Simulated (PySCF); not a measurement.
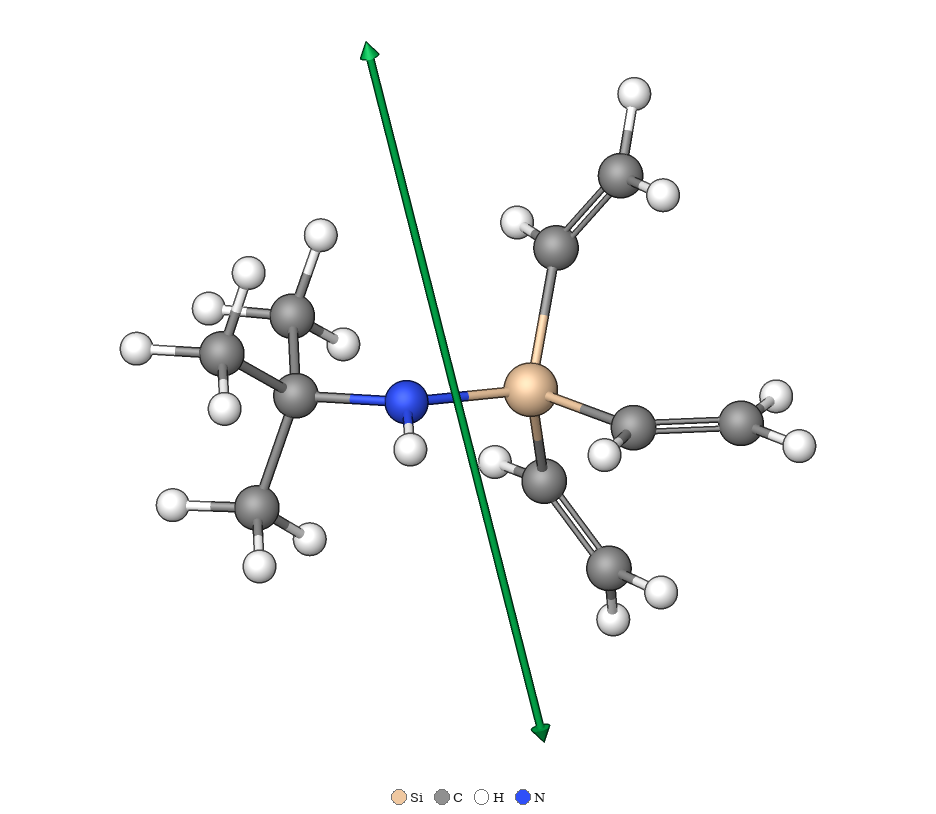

The double arrow shows the direction of the transition dipole to excited singlet state 8 (its length means nothing). The geometry was computed by an optimisation with PBE0-D3(BJ)/def2-SVP. No frequency run is at hand to confirm it as a minimum. Level of theory: TDDFT B3LYP/def2-SVPD, vertical, gas phase, core orbitals frozen in the response (PySCF 2.14.0).

> Where does the transition lie, and how strong is it?

6.18 eV (201 nm), oscillator strength 0.068, of mixed character, with the largest part HOMO−3 → LUMO (weight 0.40); transition dipole 1.71 D.
